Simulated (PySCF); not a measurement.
# C3H10F2Si2: what the fields show

| atom | x (Å) | y (Å) | z (Å) |
| --- | --- | --- | --- |
| C | -1.0646 | 1.7865 | -0.3996 |
| Si | -0.6920 | 0.2469 | 0.6375 |
| C | -1.5545 | -1.3172 | 0.0043 |
| F | -1.3020 | 0.5300 | 2.1281 |
| C | 1.1755 | -0.0214 | 0.8981 |
| Si | 2.1206 | -0.6420 | -0.6163 |
| F | 1.7191 | 0.2987 | -1.8664 |
| H | -2.1283 | 1.8882 | -0.5938 |
| H | -0.7384 | 2.6882 | 0.1109 |
| H | -0.5547 | 1.7467 | -1.3562 |
| H | -1.3393 | -2.1706 | 0.6407 |
| H | -1.2342 | -1.5655 | -1.0021 |
| H | -2.6326 | -1.1888 | -0.0140 |
| H | 1.3193 | -0.7265 | 1.7158 |
| H | 1.6155 | 0.9183 | 1.2335 |
| H | 3.5635 | -0.4820 | -0.4924 |
| H | 1.7203 | -1.9775 | -1.0381 |

Geometry: GFN2-xTB.

Computed with B97-2/pcSseg-1, SCF density, in a water solvent model, non-relativistic in PySCF.

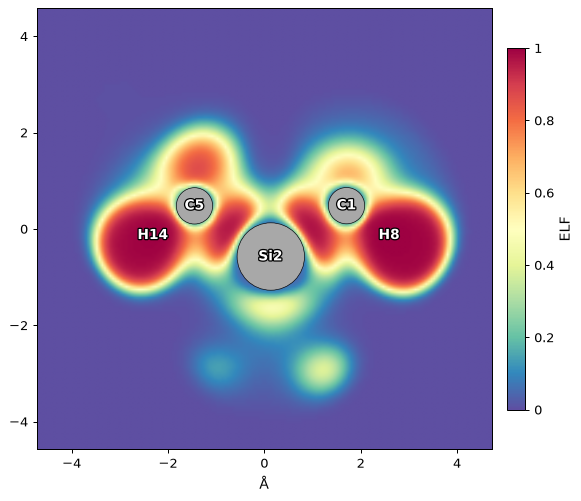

Figure 1. Electron localisation function on the plane of atoms Si2, C1 and H8. Grey discs cover the atomic cores.

Question: What does the map show?

Answer:
- The section cuts through C, Si and H sites.
- C–Si (1.89 Å): the ELF peaks at about 0.95 between the atoms, as expected for a covalent bond.
- C–H (1.09 Å): the ELF climbs to about 1 towards the hydrogen, as it does in any bond to H: an ordinary covalent bond to hydrogen.

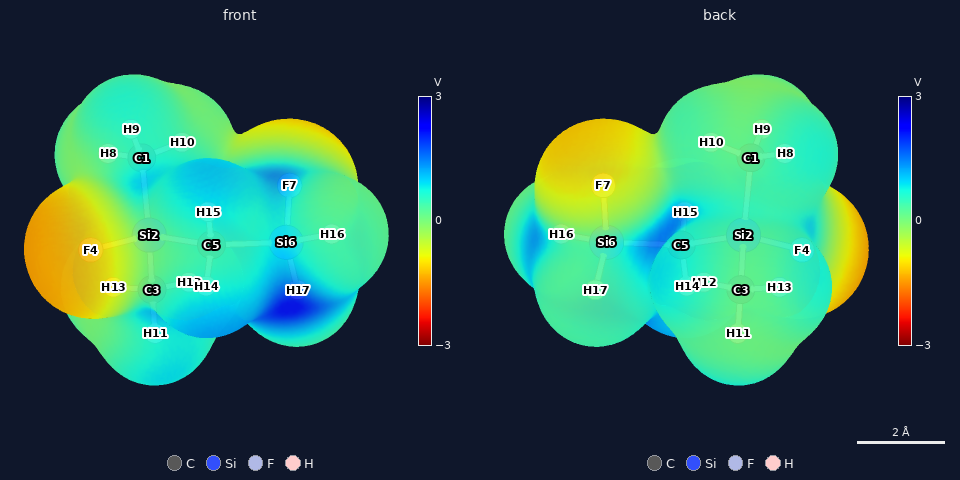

Figure 2. The molecular electrostatic potential painted on the density surface at 0.002 e/bohr³, seen from the front and from behind; the colour scale runs from red (negative) to blue (positive).

Question: Where is the surface potential most negative and most positive?

Answer: The most negative region (about −1.4 V) lies over F4, the most positive (about +2.0 V) over Si6.

Question: What dipole moment does the calculation give?

Answer: Its dipole moment is 1.54 D.
